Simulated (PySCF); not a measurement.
# [Sm(H2CO)]2+: structure and properties

What shape and bonds does [Sm(H2CO)]2+ have? It is relaxed from a template within its point group. The species was built from a template and needn't be a known compound.

Computed with PySCF 2.14.0. Level: PBE0, Sm lcecp-0-SVP with ECP52, O def2-SVP, C def2-SVP, H def2-SVP; scalar-relativistic core potentials, no spin–orbit coupling.

1 further run of the same task is left out (for a known fault of the program).

## 1. Where the work starts

5 atoms, charge 2, spin multiplicity 1.

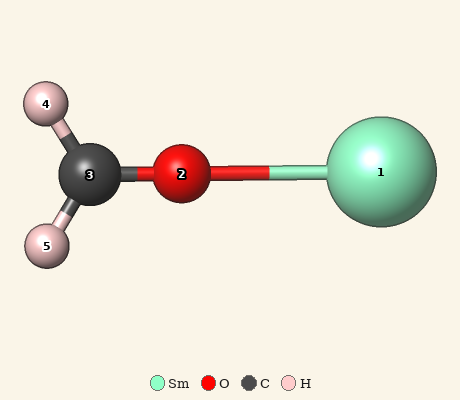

As it starts; samarium green, oxygen red, carbon dark grey, hydrogen pink; atoms are numbered from 1 in the order of the file.

Coordinates:

| atom | x (Å) | y (Å) | z (Å) |
| --- | --- | --- | --- |
| Sm1 | 0.00000 | 0.00000 | 0.00000 |
| O2 | 0.00000 | 0.00000 | 2.65750 |
| C3 | 0.00000 | 0.00000 | 3.87750 |
| H4 | 0.94000 | 0.00000 | 4.45750 |
| H5 | -0.94000 | 0.00000 | 4.45750 |

Formal oxidation states: Sm +2. Each metal's 6 4f electrons lie in its core potential, so multiplicities, spins and levels count the valence alone.

## 2. SCF at the start, singlet

run.py (the lines that set the calculation)

```python
mol = gto.M(atom='''
Sm     0.00000     0.00000     0.00000
O      0.00000     0.00000     2.65750
C      0.00000     0.00000     3.87750
H      0.94000     0.00000     4.45750
H     -0.94000     0.00000     4.45750''',
    basis={'Sm': 'lcecp-0-SVP', 'O': 'def2-SVP', 'C': 'def2-SVP', 'H': 'def2-SVP'},
    ecp={'Sm': 'lcecp-0-SVP'},
    charge=2, spin=0)
mf = dft.RKS(mol, xc='PBE0')
mf.grids.atom_grid = (50, 194)  # f atoms: unpruned, at least (60, 302)
mf = mf.density_fit()  # fitting sets: Sm AutoAux, O def2-universal-JKFIT, C def2-universal-JKFIT, H def2-universal-JKFIT
mf.conv_tol = 1e-08; mf.max_cycle = 55
mf.kernel(dm0)  # dm0: free metal ions and neutral atoms
```

On the command line:

```
$ OMP_NUM_THREADS=2 python run.py
```

The program printed:

```text
init E= -142.666243436839
cycle= 1 E= -142.401493981332  delta_E= 0.265  |g|= 0.898  |ddm|= 1.89
cycle= 2 E= -141.703491245436  delta_E= 0.698  |g|= 2.02  |ddm|= 1.91
cycle= 3 E= -142.572859379625  delta_E= -0.869  |g|= 0.0513  |ddm|= 1.38
cycle= 4 E= -142.573310396869  delta_E= -0.000451  |g|= 0.0215  |ddm|= 0.0546
cycle= 5 E= -142.573402262978  delta_E= -9.19e-05  |g|= 0.00579  |ddm|= 0.0208
cycle= 6 E= -142.573410678135  delta_E= -8.42e-06  |g|= 0.0011  |ddm|= 0.00538
cycle= 7 E= -142.573410933747  delta_E= -2.56e-07  |g|= 0.000156  |ddm|= 0.000994
cycle= 8 E= -142.573410938727  delta_E= -4.98e-09  |g|= 2.72e-05  |ddm|= 0.000121
Extra cycle  E= -142.573410938462  delta_E= 2.65e-10  |g|= 4.71e-05  |ddm|= 5.57e-05
converged SCF energy = -142.573410938462
```

Wall time 1.5 s (2 threads of Arm Neoverse V2, shared host); peak memory 0.38 GiB.

Result: E = -142.573411 Eh, frontier levels not given, since the 4f levels lie in the core, Mulliken charge on Sm1 +1.81 e. 

## 3. Relaxation, singlet

Steps are kept in the start's point group, C2v.

run.py (the lines that set the calculation)

```python
mol = gto.M(atom='''
Sm     0.00000     0.00000    -0.53878
O      0.00000     0.00000     2.11872
C      0.00000     0.00000     3.33872
H      0.94000     0.00000     3.91872
H     -0.94000     0.00000     3.91872''',
    basis={'Sm': 'lcecp-0-SVP', 'O': 'def2-SVP', 'C': 'def2-SVP', 'H': 'def2-SVP'},
    ecp={'Sm': 'lcecp-0-SVP'},
    charge=2, spin=0)
mf = dft.RKS(mol, xc='PBE0')
mf.grids.atom_grid = (50, 194)  # f atoms: unpruned, at least (60, 302)
mf = mf.density_fit()  # fitting sets: Sm AutoAux, O def2-universal-JKFIT, C def2-universal-JKFIT, H def2-universal-JKFIT
mf.conv_tol = 1e-08; mf.max_cycle = 55
mf.kernel(dm0)  # dm0: an SCF of this state at this start
# quasi-Newton relaxation in Cartesian coordinates to a largest gradient under 0.00045 Eh/bohr, steps kept in the point group
```

On the command line:

```
$ OMP_NUM_THREADS=2 python run.py
```

No log is kept here; the results follow.

Wall time 8.9 s (2 threads of Arm Neoverse V2, shared host).

Step by step:

| step | energy from step 1 (eV) | largest force component (eV/Å) |
| --- | --- | --- |
| 1 | 0.0000 | 1.3692 |
| 2 | -0.0815 | 1.0499 |
| 3 | -0.1738 | 1.1450 |
| 4 | -0.2147 | 0.3201 |
| 5 | -0.2220 | 0.0784 |
| 6 | -0.2224 | 0.0205 |
| 7 | -0.2224 | 0.0059 |

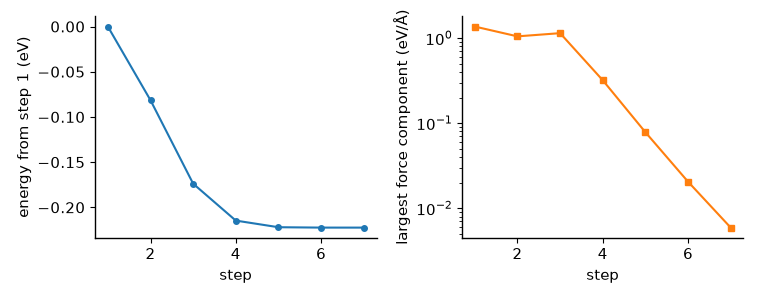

Energy and largest force along the relaxation.

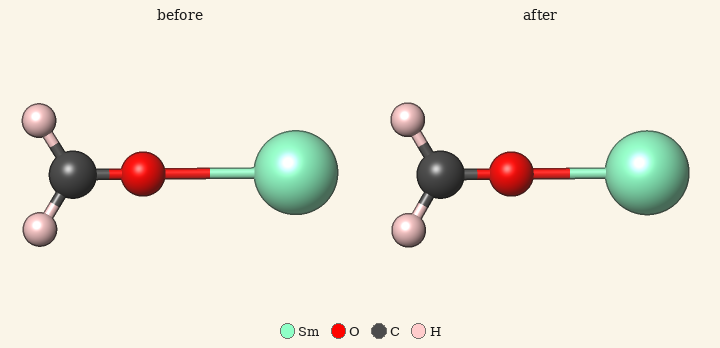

The geometry before (left) and after (right).

Distances of close pairs at the start and the end, largest changes first:

| bond | before (Å) | after (Å) | change (Å) |
| --- | --- | --- | --- |
| Sm1–O2 | 2.657 | 2.361 | -0.296 |
| O2–C3 | 1.220 | 1.230 | +0.010 |
| C3–H4 | 1.105 | 1.108 | +0.003 |
| C3–H5 | 1.105 | 1.108 | +0.003 |

It ends in C2v at E = -142.581585 Eh.

```xyz
5
charge 2, multiplicity 1
Sm    0.00000    0.00000   -0.30052
O     0.00000    0.00000    2.06048
C     0.00000    0.00000    3.29004
H     0.95422    0.00000    3.85304
H    -0.95422    0.00000    3.85304
```

## 4. The relaxed geometry turned into its symmetry frame

run.py (the lines that set the calculation)

```python
mol = gto.M(atom='''
Sm     0.00000     0.00000    -0.49042
O      0.00000     0.00000     1.87057
C      0.00000     0.00000     3.10013
H      0.95422     0.00000     3.66313
H     -0.95422     0.00000     3.66313''',
    basis={'Sm': 'lcecp-0-SVP', 'O': 'def2-SVP', 'C': 'def2-SVP', 'H': 'def2-SVP'},
    ecp={'Sm': 'lcecp-0-SVP'},
    charge=2, spin=0)
mf = dft.RKS(mol, xc='PBE0')
mf.grids.atom_grid = (50, 194)  # f atoms: unpruned, at least (60, 302)
mf = mf.density_fit()  # fitting sets: Sm AutoAux, O def2-universal-JKFIT, C def2-universal-JKFIT, H def2-universal-JKFIT
mf.conv_tol = 1e-08; mf.max_cycle = 55
mf.kernel(dm0)  # dm0: free metal ions and neutral atoms
```

On the command line:

```
$ OMP_NUM_THREADS=2 python run.py
```

The program printed:

```text
init E= -142.662895190049
cycle= 1 E= -142.393403235123  delta_E= 0.269  |g|= 0.942  |ddm|= 1.93
cycle= 2 E= -141.673259038143  delta_E= 0.72  |g|= 2.07  |ddm|= 1.94
cycle= 3 E= -142.581007711037  delta_E= -0.908  |g|= 0.0525  |ddm|= 1.39
cycle= 4 E= -142.581550137059  delta_E= -0.000542  |g|= 0.0139  |ddm|= 0.0478
cycle= 5 E= -142.581580789639  delta_E= -3.07e-05  |g|= 0.00427  |ddm|= 0.0113
cycle= 6 E= -142.581585219596  delta_E= -4.43e-06  |g|= 0.000999  |ddm|= 0.00417
cycle= 7 E= -142.581585440678  delta_E= -2.21e-07  |g|= 0.000148  |ddm|= 0.000922
cycle= 8 E= -142.58158544506  delta_E= -4.38e-09  |g|= 3.67e-05  |ddm|= 0.000117
Extra cycle  E= -142.581585444501  delta_E= 5.59e-10  |g|= 6.58e-05  |ddm|= 7.38e-05
converged SCF energy = -142.581585444501
```

It took 0.5 s on 2 threads of Arm Neoverse V2, shared host.

It gives: E = -142.581585 Eh, frontier levels not given, since the 4f levels lie in the core, Mulliken charge on Sm1 +1.75 e. 

## 5. Harmonic vibrations

Changes to run.py (the lines that set the calculation) since step 4:

```diff
@@ -12,3 +12,4 @@
 mf = mf.density_fit()  # fitting sets: Sm AutoAux, O def2-universal-JKFIT, C def2-universal-JKFIT, H def2-universal-JKFIT
-mf.conv_tol = 1e-08; mf.max_cycle = 55
-mf.kernel(dm0)  # dm0: free metal ions and neutral atoms
+mf.conv_tol = 1e-10; mf.max_cycle = 55
+mf.kernel(dm0)  # dm0: the density of the relaxed state
+# Hessian and dipole derivatives by central differences of gradients, 0.02 bohr
```

On the command line:

```
$ OMP_NUM_THREADS=2 python run.py
```

The driver keeps no SCF log for this step, only its results.

It took 20 s on 2 threads of Arm Neoverse V2, shared host.

Point group C2v; negative numbers are unstable modes, and those under 60 cm⁻¹ are near the numerical noise:

| cm⁻¹ | km/mol | symmetry |
| --- | --- | --- |
| 175 | 40.6 | b2 |
| 200 | 45.8 | b1 |
| 288 | 26.6 | a1 |
| 1238 | 15.2 | b2 |
| 1249 | 4.4 | b1 |
| 1504 | 76.9 | a1 |
| 1760 | 340.6 | a1 |
| 3047 | 0.4 | a1 |
| 3182 | 3.2 | b2 |

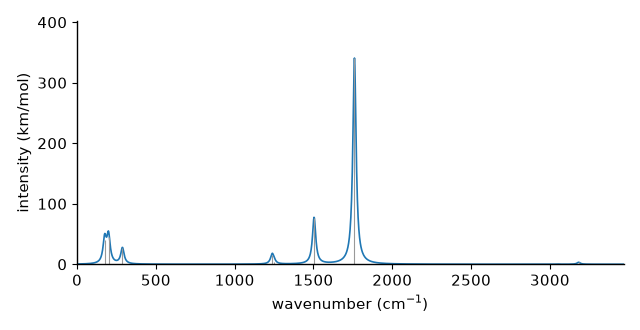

The infrared spectrum from the harmonic lines. Lines are broadened to a width of 25 cm⁻¹ (Lorentzian).

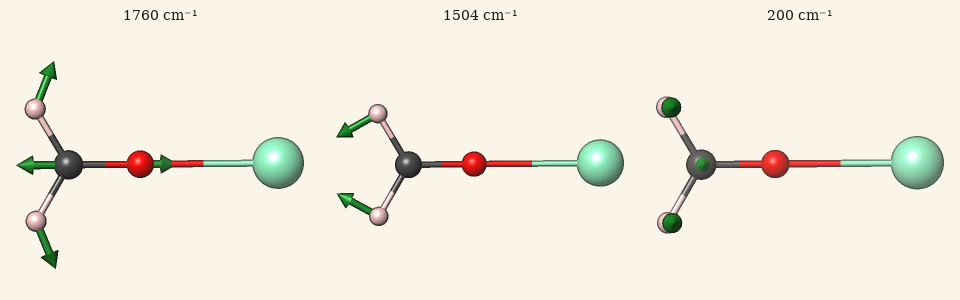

Displacements of 3 modes, as arrows.

## 6. Charges, bond orders and levels

run.py (the lines that set the calculation)

```python
mol = gto.M(atom='''
Sm     0.00000     0.00000    -0.30052
O      0.00000     0.00000     2.06048
C      0.00000     0.00000     3.29004
H      0.95422     0.00000     3.85304
H     -0.95422     0.00000     3.85304''',
    basis={'Sm': 'lcecp-0-SVP', 'O': 'def2-SVP', 'C': 'def2-SVP', 'H': 'def2-SVP'},
    ecp={'Sm': 'lcecp-0-SVP'},
    charge=2, spin=0)
mf = dft.RKS(mol, xc='PBE0')
mf.grids.atom_grid = (75, 302)  # f atoms: unpruned, at least (60, 302)
mf = mf.density_fit()  # fitting sets: Sm AutoAux, O def2-universal-JKFIT, C def2-universal-JKFIT, H def2-universal-JKFIT
mf.conv_tol = 1e-09; mf.max_cycle = 55
mf.kernel(dm0)  # dm0: the density of the relaxed state
```

On the command line:

```
$ OMP_NUM_THREADS=2 python run.py
```

The program printed:

```text
init E= -142.581583488465
cycle= 1 E= -142.581583488817  delta_E= -3.52e-10  |g|= 8.49e-06  |ddm|= 8.03e-05
Extra cycle  E= -142.581583488791  delta_E= 2.58e-11  |g|= 1.45e-05  |ddm|= 1.43e-05
converged SCF energy = -142.581583488791
```

It took 3.8 s on 2 threads of Arm Neoverse V2, shared host.

Read off: E = -142.581583 Eh, frontier levels not given, since the 4f levels lie in the core, Mulliken charge on Sm1 +1.75 e, largest force component 0.005 eV/Å. 

Löwdin charges:

| atom | value (e) |
| --- | --- |
| Sm1 | 1.65 |
| O2 | -0.17 |
| C3 | 0.36 |
| H4 | 0.08 |
| H5 | 0.08 |

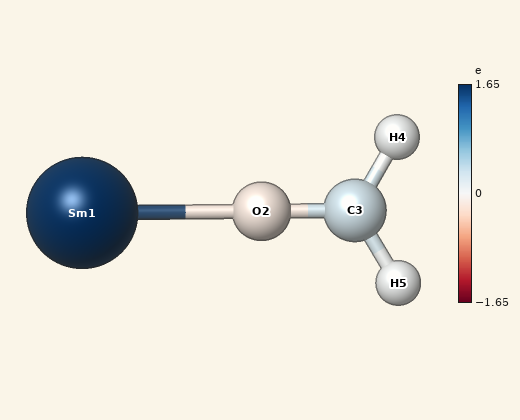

Löwdin charges, as colours on the atoms.

Mulliken charges: Sm1 +1.75, O2 -0.40, C3 +0.30, H4 +0.17, H5 +0.17 e.

Contacts (the nearest donor of each ligand) and Mayer bond orders:

| contact | distance (Å) | bond order |
| --- | --- | --- |
| Sm1–O2 (H2CO) | 2.361 | 0.41 |

Mulliken populations of Sm1 outside the core potential: s 2.03, p 6.03, d 0.17, f 0.01.

## 7. Outcome

```
                                              quantity                                                           value
                                 state and point group                                     singlet in the valence, C2v
                                                 modes                                 175 to 3182 cm⁻¹, none unstable
strongest infrared band (modes within 1.5 cm⁻¹ summed)                                          1760 cm⁻¹ (341 km/mol)
                                     zero-point energy                                                        0.784 eV
                               ideal gas, 298 K, 1 bar                                  S = 306.1, Cp = 57.8 J/(mol K)
                                 metal–ligand contacts                                                          2.36 Å
                                       frontier levels  frontier levels not given, since the 4f levels lie in the core
                       dipole about the centre of mass                                                          2.08 D
                                   mean polarisability                                                          3.6 Å³
```

**Reading.** All modes are real, so the structure is a minimum. The metal carries +1.65 e by Löwdin's partition against a formal +2, and bond orders to the nearest donors reach 0.41. Both measures hang on the basis. One start shape was tried, so another isomer may lie lower. These are double-zeta-type bases without diffuse functions. Spin–orbit coupling is left out.
